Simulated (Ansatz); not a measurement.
# SiTe2 monolayer (2H): from the cell to its phonons, part 2 of 3

How does SiTe2 monolayer (2H) vibrate, and is this structure a minimum?

Ansatz 0.2.0; DFT PBEsol, scalar-relativistic, plane waves, PAW.

So far. Step 2 (Relaxation): The program solves this slab on a cell height of its own, 31.0 Å, in place of the one typed.

## 3. Relaxing to small forces for the phonons

Phonons need a cell at rest on their own settings, so the relaxation is repeated with tight tolerances on forces and stress on the k mesh and occupations of the first response run.

input.yaml reads:

```yaml
crystal:
  lattice:
    - [3.5008321839, 0.0, 0.0]
    - [-1.750416092, 3.0318096057, 0.0]
    - [0.0, 0.0, 31.0]
  atoms:
    - { symbol: Si, position: [0.3333333333, 0.6666666667, 0.3225806452] }
    - { symbol: Te, position: [0.6666666667, 0.3333333333, 0.3841251683] }
    - { symbol: Te, position: [0.6666666667, 0.3333333333, 0.261036122] }
  periodic: [true, true, false]
kpoints:
  mp_grid: { grid: [18, 18, 1] }
hamiltonian:
  xc: pbesol
scf:
  occupations: { method: methfessel_paxton, width: 0.2 }
output:
  forces: true
  stress: true
  eigenvalues: true
  write_density: true
  write_potential: true
  elf: true
  volumetric_format: npy
relax:
  adjacent_minimum: "off"
  f_tol: 0.001
  max_steps: 60
  cell: { stress_2d_tol: 0.002 }
```

Run with:

```console
ansatz run input.yaml --threads 4 --pin off --max-ram 14336MiB --backend cpu --events-out ev --progress --plain --runs-dir out
```

Numbers of over 12 decimals in the logs are rounded to 6 here.

What it wrote:

```text
[...]
Crystal: 3 atoms, lattice volume = 329.030 Å³
Basis set: ecut = 420 eV, 6409 PW (Γ), exchange–correlation on 48×48×432 points (8 copies of the dense FFT grid, shifted against one another)
Bands: 22, of which v1, the nominal top of the filled ones, is band 18 counted from 1 (17 counted from 0)
Symmetry: 12 space group operations
[...]
° read free of the cell's end (the report's vacuum.weakly_bound_levels)
--- Relaxed structure (5 steps of the walk, 4 accepted, 1 SCFs on fresh bases) ---
[...]
cell:  # Å, volume = 330.6627 Å³
    - [3.509509, 2.8939016411620786e-11, 0]
    - [-1.754755, 3.039324, 0]
    - [0, 0, 31.0]
  atoms:
    - { symbol: Si, position: [0.333333, 0.666667, 0.322581] }
    - { symbol: Te, position: [0.666667, 0.333333, 0.383736] }
    - { symbol: Te, position: [0.666667, 0.333333, 0.261425] }
[key lines of the parts left out:]
SCF converged after 8 iterations
Free energy (F): -14423.718071 eV
Fermi energy:    -4.780324 eV
P = ½ c Tr σ = 0.0007 N/m
```

It took 24 s on 4 threads of Intel Xeon 6975P-C (Granite Rapids), shared host; peak memory 0.81 GiB; 94 s of CPU time.

Step by step:

```
step  energy less that of the first step (eV)  largest force component (eV/Å)  volume (Å³)
   1                                   0.0000                          0.0794       329.03
   2                                   0.0011                          0.1309       331.74
   3                                  -0.0012                          0.0011       330.49
   4                                  -0.0011                          0.0011       330.62
   5                                  -0.0011                          0.0001       330.66
  6*                                  -0.0012                          0.0001       330.66
```

Relaxation steps marked * repeat the geometry before them on a plane-wave basis chosen anew for their cell, so energy and pressure can jump there. Relaxation step 2 was tried and not accepted.

The run keeps the 12 symmetry operations that it works with, so distortions that break them were not tested.

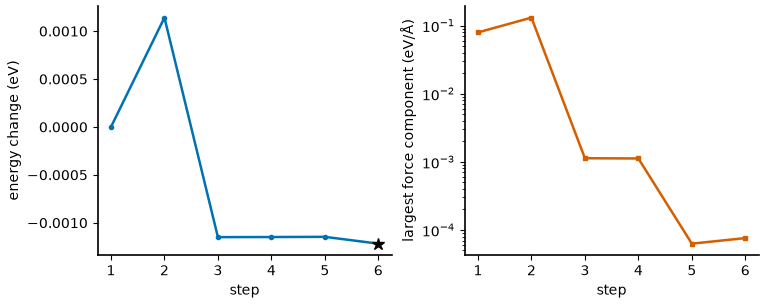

Energy and largest force along the relaxation. Stars mark steps on a basis chosen anew.

```
cell as run  before  after  change
      a (Å)   3.501  3.510  +0.2 %
      b (Å)   3.501  3.510  +0.2 %
```

The atoms that moved most (Å, along periodic axes as changes of fractional coordinates times the final cell, across vacuum about the mean position):

```
atom     dx     dy      dz  length
 Te3  0.000  0.000   0.012   0.012
 Te2  0.000  0.000  -0.012   0.012
```

The relaxed structure:

```cif
data_structure
_symmetry_space_group_name_H-M 'P 1'
_symmetry_Int_Tables_number 1
_cell_length_a 3.5095
_cell_length_b 3.5095
_cell_length_c 31.0000
_cell_angle_alpha 90.000
_cell_angle_beta 90.000
_cell_angle_gamma 120.000
_cell_volume 330.66
loop_
_atom_site_label
_atom_site_type_symbol
_atom_site_fract_x
_atom_site_fract_y
_atom_site_fract_z
_atom_site_occupancy
Si1 Si 0.33333 0.66667 0.32258 1
Te2 Te 0.66667 0.33333 0.38374 1
Te3 Te 0.66667 0.33333 0.26142 1
```

This step gave:

| Property | Result |
| --- | --- |
| area per atom | 3.556 Å² |

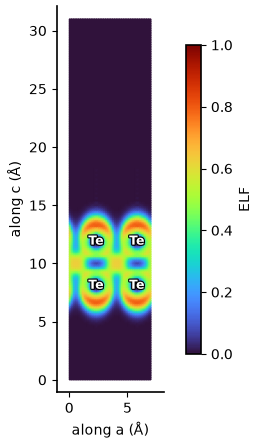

ELF in the ac plane at fractional y = 0.333, with atoms of Te within 0.2 Å of it. It is the smooth field of the valence electrons, not physical close to the nuclei.

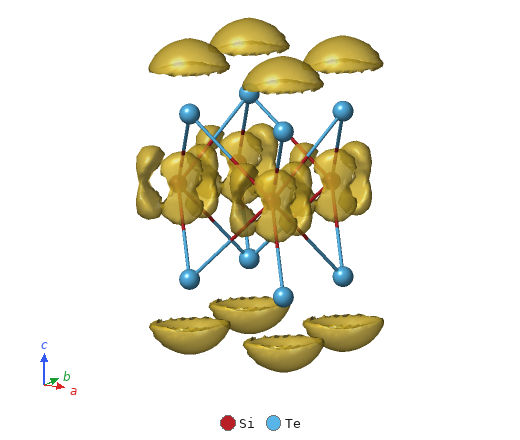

Surface of ELF = 0.72. 2×2×1 cells are drawn.

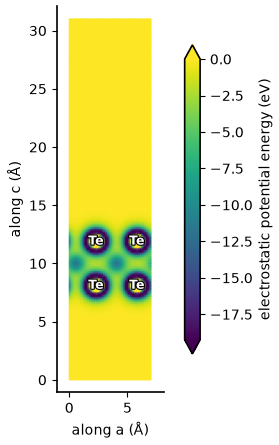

Electrostatic potential energy in the ac plane at fractional y = 0.333, with atoms of Te within 0.2 Å of it. With pseudopotentials it is smooth inside the atoms' cores, unlike the true potential.

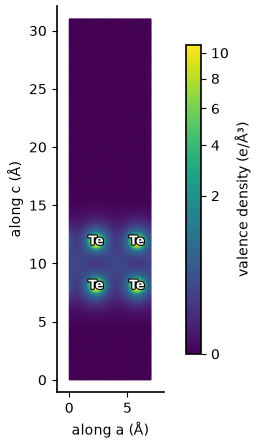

Valence density in the ac plane at fractional y = 0.333, with atoms of Te within 0.2 Å of it. It is the smooth field of the valence electrons, not physical close to the nuclei. The colour scale is stretched toward low values.

The largest force component left is 0.076 meV/Å, within the tolerances set.

## 4. Modes at Γ

The zone centre comes first: it holds the modes that light can see, as far as symmetry allows. No field response is asked, since the mesh shows no gap.

input.yaml, the sections that differ from step 3:

```yaml
crystal:
  lattice:
    - [3.5095094193, 0.0, 0.0]
    - [-1.7547547097, 3.0393243119, 0.0]
    - [0.0, 0.0, 31.0]
  atoms:
    - { symbol: Si, position: [0.3333333333, 0.6666666667, 0.3225806452] }
    - { symbol: Te, position: [0.6666666667, 0.3333333333, 0.3837362974] }
    - { symbol: Te, position: [0.6666666667, 0.3333333333, 0.261424993] }
  periodic: [true, true, false]
output:
  eigenvalues: true
phonons:
  method: dfpt
# kpoints, hamiltonian, scf: as in step 3
# relax: removed
```

What it wrote:

```text
Warning: crystal.symmetry: narrowed to the stabiliser of the run's FFT grids — unitary ops 12 → 6. A phonons.method: dfpt run fills in the rows of the dynamical matrix that it does not solve by its symmetry operations, which is exact only for operations that map its FFT grids onto themselves: filled in by any other, the frequencies could depend on the order in which like atoms are typed, or, by more than the grids' own error, on where the crystal sits among the grids' points. Excluded: 6 operations. The run can therefore solve more perturbations, solve them on more k-points, or both, and cost more. [rest of the remark cut]
[...]
Crystal: 3 atoms, lattice volume = 330.663 Å³
Basis set: ecut = 420 eV, 6421 PW (Γ), exchange–correlation on 48×48×432 points (8 copies of the dense FFT grid, shifted against one another)
Bands: 22, of which v1, the nominal top of the filled ones, is band 18 counted from 1 (17 counted from 0)
Symmetry: 12 space group operations
k-points: 91 of 324 (irreducible under 2 space group operations, time reversal used)
[...]
SCF iter   1: F=—  HF=-14423.717312 eV  |F-HF|=—  |Δ(HF+E_count)|=         —  Δρ=1.36e-3  dr2=5.02e-3  ethr=1.77e-3  ⟨swp⟩=13.1  Hψ=14926  notcnv=0
[...]
SCF iter   9: F=-14423.718071 eV  HF=-14423.718071 eV  |F-HF|=4.55e-11  |Δ(HF+E_count)|=   1.25e-9  S|Δr|=    0.00e0  Δρ=1.39e-8  dr2=7.60e-13  ethr=1.00e-12  ⟨swp⟩=15.7  Hψ=16234  notcnv=0
SCF 1 converged in 9 iterations: F = -14423.718071 eV  dr2 = 7.60e-13
[...]
DFPT response loops at Γ: preconditioner auto → none (partly filled bands, converged f_vac=0.736); β = 0.50; Broyden in place of MSR1
SCF converged after 9 iterations
[...]
Free energy (F): -14423.718071 eV
[...]
Internal energy: -14423.721075 eV  (E = F + TS)
E sigma→0 (E₀):  -14423.718822 eV
Entropy (-TS):   0.003004 eV (1.001 meV/atom)
Fermi energy:    -4.780324 eV
[...]
--- Band table (eV; the first three rows and the last of 91) ---
  k-point 0: bands = [... 14 lower, -4.0920, -4.0920, -3.5165, -2.8954, -2.8954, -1.0657, -1.0657, -0.7239]
  k-point 1: bands = [... 14 lower, -4.6978, -4.2238, -3.3043, -3.2639, -2.9844, -1.2319 (-1.2319°), -0.9443, -0.6322]
  k-point 2: bands = [... 14 lower, -5.7313, -4.5479, -4.2252, -3.2221, -3.0869, -1.6343 (-1.6343°), -0.6763, -0.4516]
  k-point 90: bands = [... 14 lower, -8.9719, -8.6435, -7.1125, -5.7308, -4.9712, -2.9788, -0.8826, -0.2237]
  ° read free of the cell's end (the report's vacuum.weakly_bound_levels)
--- Phonons (Γ-DFPT): 6 representative perturbations + reference, on 91 of 324 k-points (Σ response iterations 22) ---
  ASR residual: 2.831e-5 → 0.000e0 eV/Å²; symmetrization residual: 5.540e-6 eV/Å²
  The last average, over the group as it would stand without the narrowing to the FFT grids, took up to 5.486e-7 eV/Å² of the zone centre's force constants
  ASR residual per site (eV/Å²): 1.30e-5 2.70e-5 2.83e-5
  Γ frequencies (cm⁻¹): 0.00 0.00 0.00 61.97 61.97 131.87 174.39 174.39 193.59
  non-analytic LO–TO correction: not included (Born effective charges unavailable; polar crystals: no LO–TO splitting at Γ)
```

Wall time 64 s (4 threads); peak memory 2.4 GiB.

Reading the cycles: dr2 is the Hartree energy of the density residual (eV), the measure of convergence; HF is the Harris–Foulkes estimate of the energy, which meets the free energy F at convergence.

Numbers from this step:

```yaml
sum_rule_residual_before_enforcement: 2.83e-5 eV/Å²
point_group: -6m2
highest_optical_mode_at_the_zone_centre_no_lo_to_term: 193.6 cm⁻¹
lowest_optical_zone_centre_mode: 61.97 cm⁻¹
```

Patterns of degenerate modes are one choice out of their space. Modes at Γ, with each element's share of the kinetic energy:

```
mode  frequency (cm⁻¹)  symmetry  Si %  Te %
   1               0.0  acoustic    10    90
   2               0.0  acoustic    10    90
   3               0.0  acoustic    10    90
   4              62.0       E''     0   100
   5              62.0       E''     0   100
   6             131.9       A1'     0   100
   7             174.4        E'    90    10
   8             174.4        E'    90    10
   9             193.6      A2''    90    10
```

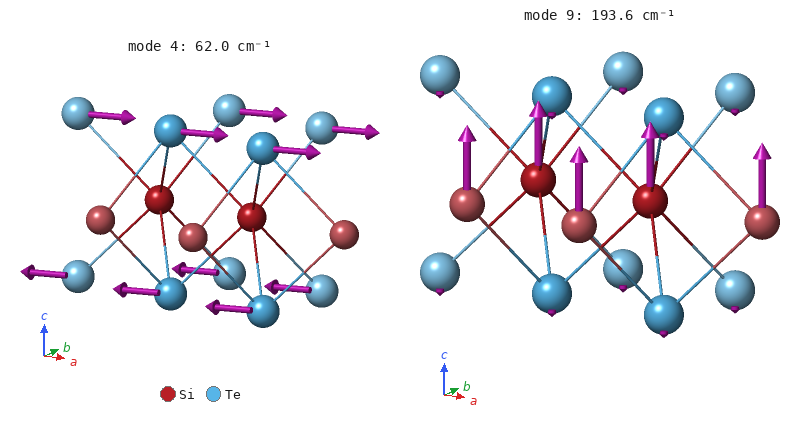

Displacement patterns of modes 4 and 9 at Γ; arrows are exaggerated. 2×1×1 cells are drawn. Some periodic images of atoms are drawn too.

Before it was imposed, the acoustic sum rule was missed by 2.8e-5 eV/Å². Small misses are needed for a sound result but don't prove that mesh and cutoff are converged. The lowest optical mode is real, 62.0 cm⁻¹.

## 5. Phonons on a q mesh

Stability and thermal properties need the whole zone. Linear response on a 6×6×1 q mesh gives force constants as far as a supercell of that size would.

Changes to input.yaml since step 4:

```diff
@@ -20 +20,10 @@
   method: dfpt
+  qmesh: [6, 6, 1]
+  temperatures: { t_max: 1000, t_step: 50 }
+  qpath:
+    path:
+      - [0.0, 0.0, 0.0]
+      - [0.5, 0.0, 0.0]
+      - [0.33333333, 0.33333333, 0.0]
+      - [0.0, 0.0, 0.0]
+    npoints: 10
```

What it wrote:

```text
[...]
Crystal: 3 atoms, lattice volume = 330.663 Å³
Basis set: ecut = 420 eV, 6421 PW (Γ), exchange–correlation on 48×48×432 points (8 copies of the dense FFT grid, shifted against one another)
Bands: 22, of which v1, the nominal top of the filled ones, is band 18 counted from 1 (17 counted from 0)
Symmetry: 12 space group operations
k-points: 37 of 324 (irreducible under 6 space group operations, time reversal used)
[...]
SCF iter   1: F=—  HF=-14423.717251 eV  |F-HF|=—  |Δ(HF+E_count)|=         —  Δρ=1.37e-3  dr2=5.05e-3  ethr=1.77e-3  ⟨swp⟩=13.1  Hψ=6055  notcnv=0
[...]
SCF iter   9: F=-14423.718071 eV  HF=-14423.718071 eV  |F-HF|=3.82e-11  |Δ(HF+E_count)|=  8.11e-10  S|Δr|=    0.00e0  Δρ=8.99e-9  dr2=2.63e-13  ethr=1.00e-12  ⟨swp⟩=15.6  Hψ=6520  notcnv=0
SCF 1 converged in 9 iterations: F = -14423.718071 eV  dr2 = 2.63e-13
[...]
phonons: the bands overlap, so this run is a metal and interpolates without the dipole-dipole term. If the crystal is really an insulator or semiconductor, its LO-TO splitting is missing
NSCF: frozen V_eff on 37 k-points
WARN: eigensolver did not converge in 2 slots of this pass, the one above among them; of largest residual over every band (k=5): 1 band(s) unlocked (lowest unlocked band 21, counted from 0; max residual 1.22e-4 eV among the unlocked bands, 1.22e-4 eV over every band); of lowest unlocked band (k=5): band 21
[...]
DFPT response loops at q = (0, 0, 0) (fractional): preconditioner auto → none (partly filled bands, converged f_vac=0.736); β = 0.50; Broyden in place of MSR1
[...]
SCF converged after 9 iterations
[...]
Free energy (F): -14423.718071 eV
[...]
Internal energy: -14423.721075 eV  (E = F + TS)
E sigma→0 (E₀):  -14423.718822 eV
Entropy (-TS):   0.003004 eV (1.001 meV/atom)
Fermi energy:    -4.780325 eV
[...]
--- Band table (eV; the first three rows and the last of 37) ---
  k-point 0: bands = [... 14 lower, -4.0920, -4.0920, -3.5165, -2.8954, -2.8954, -1.0657, -1.0657, -0.7239]
  k-point 1: bands = [... 14 lower, -4.6978, -4.2238, -3.3043, -3.2639, -2.9844, -1.2319 (-1.2319°), -0.9443, -0.6322]
  k-point 2: bands = [... 14 lower, -5.7313, -4.5479, -4.2252, -3.2221, -3.0869, -1.6343 (-1.6343°), -0.6763, -0.4516]
  k-point 36: bands = [... 14 lower, -9.4667, -8.2834, -8.2698, -5.3596, -5.2639, -3.9980, -1.2221, 0.6277]
  ° read free of the cell's end (the report's vacuum.weakly_bound_levels)
--- Phonons (Γ-DFPT): 6 representative perturbations + reference (Σ response iterations 22) ---
  ASR residual: 2.729e-5 → 0.000e0 eV/Å²; symmetrization residual: 4.130e-6 eV/Å²
[...]
ASR residual per site (eV/Å²): 7.67e-6 2.73e-5 2.60e-5
  Γ frequencies (cm⁻¹): 0.00 0.00 0.00 61.97 61.97 131.87 174.39 174.39 193.59
--- Phonons (arbitrary-q DFPT): 7 irreducible q on the 6×6×1 mesh ---
  q = [0.0000, 0.0000, 0.0000] (star 1, of the zone-centre solve; hermiticity 1.67e-6, symmetrization 4.48e-11, taken by the last average 2.82e-7): -0.00 -0.00 0.00 61.97 61.97 131.87 174.39 174.39 193.59
  q = [0.0000, 0.1667, 0.0000] (star 6, 9 solved perturbations on 171 of 324 k-point pairs; hermiticity 2.38e-6, symmetrization 4.99e-9, taken by the last average 9.53e-7): -10.15 29.42 52.36 63.71 68.59 115.02 171.45 186.17 194.92
[...]
q = [0.1667, 0.1667, 0.0000] (star 6, 6 solved perturbations in 1485 linear systems a pass and spin channel, the states on 324 of 324 k-point pairs; hermiticity 2.37e-6, symmetrization 5.39e-10, taken by the last average 3.40e-7): -4.63 45.89 69.27 76.98 78.42 108.54 187.59 190.72 224.87
[...]
sum rule: each row above includes the acoustic sum rule's correction from the zone centre's row sums; it moved no ω² by more than (0.27 cm⁻¹)²
  mesh force constants: q→R imaginary residual 1.36e-16; ASR residual 2.729e-5 → 0.000e0 eV/Å²; symmetrization residual 2.665e-15 eV/Å²
  interpolated dispersion: 31 rows × 9 modes
  density of states and harmonic sums: on the 24×24×1 q-mesh, interpolated from the force constants of a 6×6×1 supercell (no non-analytic term)
  largest difference from the sums on the solved wave vectors: F 1.06e-1 eV, S 1.31e-4 and C_V 2.51e-5 eV/K
  zero-point energy: 0.061663 eV/cell   skipped modes (ω ≤ 0): 16, of them read as no rigid motion or as one in doubt: 13 (2.031e-1 modes/cell left out, lowest -17.41 cm⁻¹)   left out of the sums: 2.31e-2 of the cell's modes: C_V's classical limit lies that fraction below 3 k_B per atom; for a crystal, a wire or a layer, F and S can be off by more, and a phonons.interpolated_qmesh denser along its periods is the remedy for the sampling
```

Elapsed: 14 min, on 4 threads; peak memory 4.8 GiB; 56 min of CPU time.

This step gave:

* sum-rule residual before enforcement: 2.73e-5 eV/Å²
* lowest frequency on the path: -17.26 cm⁻¹
* highest frequency on the path or at a solved wavevector: 258.4 cm⁻¹
* lowest mode on the q mesh (acoustic modes at Γ apart): -10.15 cm⁻¹

Frequencies (cm⁻¹) solved at each irreducible wavevector; negative means imaginary. Frequencies by wavevector, by row:

```
q in reciprocal lattice units  star  mode 1  mode 2  mode 3  mode 4  mode 5  mode 6  mode 7  mode 8  mode 9
                        0 0 0     1       0       0       0      62      62   131.9   174.4   174.4   193.6
                   0 0.1667 0     6   -10.2    29.4    52.4    63.7    68.6     115   171.4   186.2   194.9
                   0 0.3333 0     6    28.9    45.8      74    75.6      86   103.3   150.2   185.7   233.3
                     0 -0.5 0     3    -8.9    50.1    76.2    87.9    96.4   116.6     124   192.1   257.8
              0.1667 0.1667 0     6    -4.6    45.9    69.3      77    78.4   108.5   187.6   190.7   224.9
              0.1667 0.3333 0    12    37.2      55    58.9    84.1    94.9   103.2   173.8     196   247.5
              0.3333 0.3333 0     2    48.2    63.7    77.9    79.7    99.9   109.8   166.1   204.8   258.4
```

Interpolated from a 6×6×1 q mesh. The phonon branches at the labelled points (cm⁻¹):

```
point  branch 1  branch 2  branch 3  branch 4  branch 5  branch 6  branch 7  branch 8  branch 9
    Γ         0         0         0        62        62       132       174       174       194
    M        -9        50        76        88        96       117       124       192       258
    K        48        64        78        80       100       110       166       205       258
    Γ         0         0         0        62        62       132       174       174       194
```

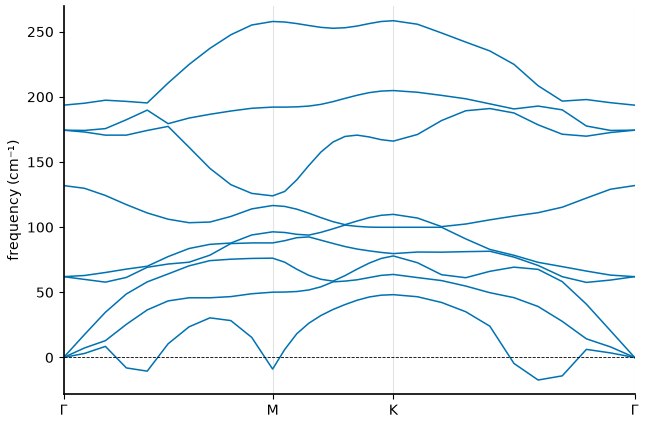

Phonon branches along the path.

The phonon density of states has structure finer than the step of the table below, so its rows give means over 20 cm⁻¹, whole bins alone (the curve runs from -17.5 to 258 cm⁻¹). Peaks (cm⁻¹: height): 47.5: 0.0804, 67.5: 0.0988, 82.5: 0.0905, 102.5: 0.0902, 172.5: 0.0569, 192.5: 0.0756, 252.5: 0.0399.

Tetrahedra on a 24×24×1 mesh, mean over bins of 5 cm-1. Interpolated from a 6×6×1 q mesh. Phonon density of states against wavenumber; means over each step:

```
wavenumber (cm⁻¹)  phonon density of states (1/cm⁻¹/cell)
                0                                  0.0110
               20                                  0.0216
               40                                  0.0452
               60                                  0.0728
               80                                  0.0694
              100                                  0.0587
              120                                  0.0171
              140                                 0.00699
              160                                  0.0138
              180                                  0.0483
              200                                  0.0406
              220                                 0.00781
              240                                  0.0190
```

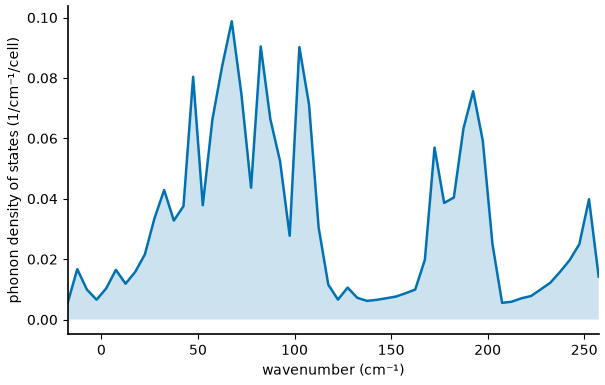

Phonon density of states against wavenumber.

The partial phonon density of states has structure finer than the step of the table below, so its rows give means over 10 cm⁻¹, whole bins alone (the curve runs from -26.3 to 275 cm⁻¹). Peaks (cm⁻¹: height): Si 155.8: 0.0124, 172.9: 0.0443, 191.9: 0.0755, 252.6: 0.0339; Te 47.7: 0.0725, 61.0: 0.0902, 68.6: 0.0977, 81.9: 0.0822, 104.6: 0.0872.

Phonopy on the run's constants, 19x19x1 mesh, Gaussian sigma 2.2 cm-1. Interpolated from a 6×6×1 q mesh. Table of partial phonon density of states by wavenumber; means over each step; values in 1/cm⁻¹/cell:

```
wavenumber (cm⁻¹)       Si       Te
              -20   6.9e-4  0.00350
              -10  0.00219   0.0117
                0   7.8e-4  0.00598
               10  0.00147   0.0116
               20  0.00227   0.0180
               30  0.00392   0.0329
               40  0.00394   0.0352
               50  0.00346   0.0532
               60  0.00182   0.0738
               70  0.00119   0.0813
               80   8.2e-4   0.0678
               90  0.00111   0.0576
              100  0.00287   0.0558
              110  0.00266   0.0490
              120  0.00127  0.00995
              130  0.00503  0.00397
              140  0.00534   8.8e-4
              150  0.00624  0.00110
              160  0.00722  0.00135
              170   0.0331  0.00495
              180   0.0366  0.00476
              190   0.0621  0.00652
              200   0.0364  0.00291
              210  0.00794   6.7e-4
              220  0.00719   6.4e-4
              230  0.00975   8.2e-4
              240   0.0165  0.00132
              250   0.0278  0.00220
              260  0.00861   6.8e-4
              270   3.1e-6   4.5e-7
```

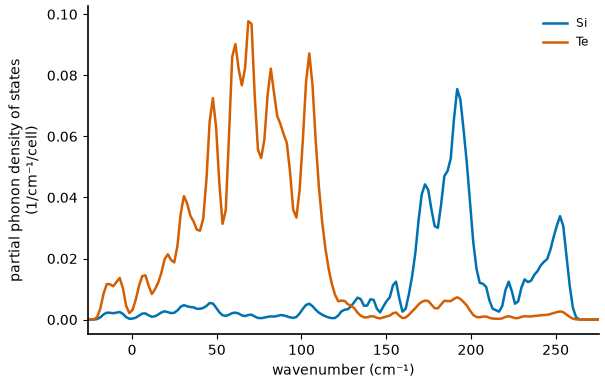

Partial phonon density of states against wavenumber.

Symmetry leaves 7 wavevectors to solve. The lowest mode among them, the acoustic zeros apart, lies at q = (0, 0.167, 0) and is imaginary, 10.2i cm⁻¹, so the energy falls along it. Between them the interpolated path dips to 17i cm⁻¹.

(Continued in part 3 of 3.)

[Logs are printed without paths, hosts, clocks, repeated set-up lines and the standing remarks that a program may print on its own settings, such as how far it seeks lower states.]

[Hosts, paths, dates, database ids (printed as entryN), source tags and the programs' standing remarks are cut or masked in the printed files.]
